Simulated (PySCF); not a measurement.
# C₄H₉Ge₂N: what the fields show

Input file:

```
{"job": {"kind": "uv", "xc": "PBE0", "basis": "def2-SVPD", "nstates": 8, "ntriplets": 3}, "charge": 0, "multiplicity": 1}
C     -2.459842    -1.256669     0.301139
C     -1.290301    -1.000439    -0.261860
Ge    -0.443149     0.758639    -0.264776
C     -1.669351     2.004488     0.543706
N     -2.397067     2.733189     1.044035
C      1.247165     0.808073     0.759361
Ge     2.532333    -0.533392     0.118715
H     -2.898127    -2.243603     0.304681
H     -3.031895    -0.479026     0.784891
H     -0.735526    -1.800709    -0.738286
H     -0.229789     1.279402    -1.669524
H      1.030950     0.630935     1.813456
H      1.684948     1.803623     0.681415
H      3.844368    -0.382908     0.822522
H      2.033798    -1.920221     0.366179
H      2.773887    -0.392439    -1.349582
```

Launched as:

```sh
OMP_NUM_THREADS=1 python probes_run.py task.json out
```

Geometry: GFN2-xTB.

These are results of PBE0/def2-SVPD, SCF density, gas phase (PySCF), not measurements.

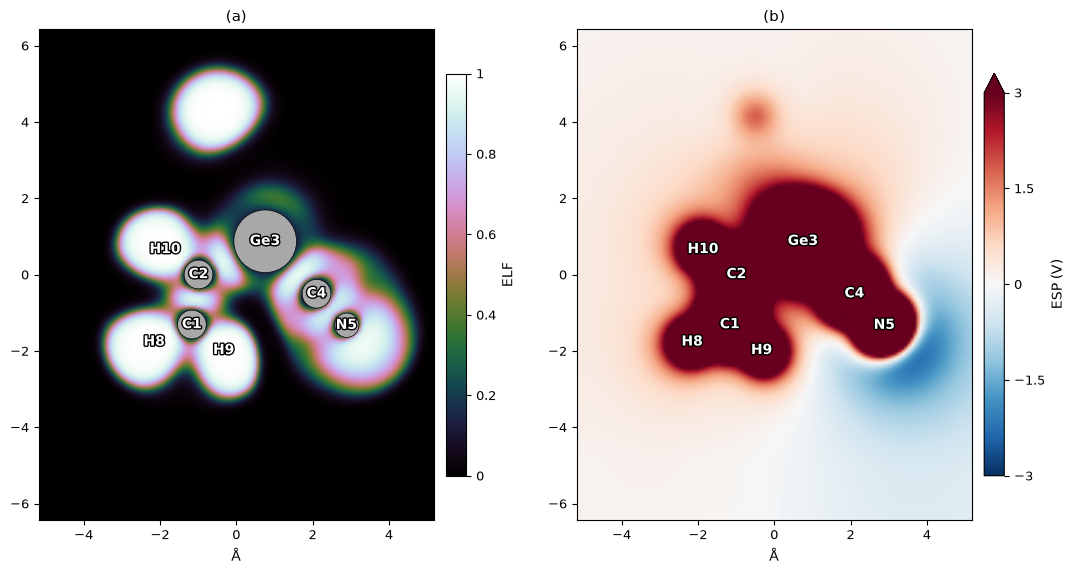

Figure 1. (a) electron localisation function; (b) molecular electrostatic potential on the plane of atoms C2, C1 and H8. Grey discs cover the atomic cores in the ELF map.

Question: Describe what can be read from this map.

Answer: The section cuts through C, Ge, N and H sites. C–N (1.14 Å): the ELF peaks at about 0.85 between the atoms (a short, multiple covalent bond). C–C (1.32 Å): the ELF peaks at about 0.90 between the atoms; a short, multiple covalent bond. C–Ge (1.93 Å): the ELF peaks at about 0.95 in the valence shell of C, 0.7 Å from its nucleus, and is about 0.60 at the midpoint. C–H (1.08 Å): the ELF climbs to about 1 towards the hydrogen, as it does in any bond to H (an ordinary covalent bond to hydrogen). C–Ge (1.95 Å): the ELF peaks at about 0.95 in the valence shell of C, 0.7 Å from its nucleus, and is about 0.70 at the midpoint. The ELF also peaks beside N5, away from the bonds: lone-pair regions. Outside the dense part of the molecule the potential is most negative (−2.2 V) near N5.

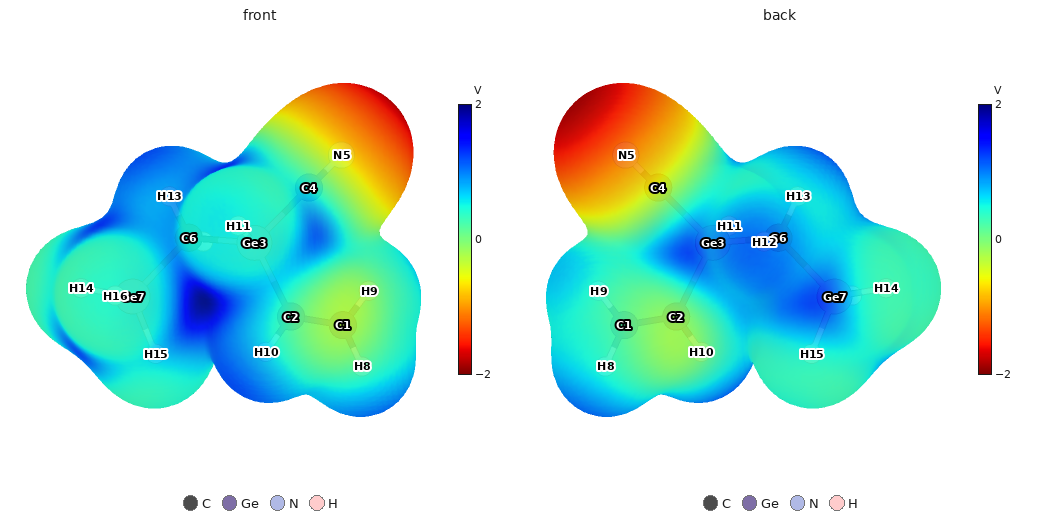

Figure 2. The electrostatic potential painted on the density surface at 0.002 e/bohr³, seen from the front and from behind; red is negative and blue positive.

Question: Describe the electrostatic potential map.

Answer: The most negative region (about −1.8 V) lies over N5, the most positive (about +1.8 V) over Ge3 and Ge7. N5 is the likeliest acceptor of a hydrogen bond.

Question: How polar is the molecule by this calculation?

Answer: Its dipole moment is 3.80 D.
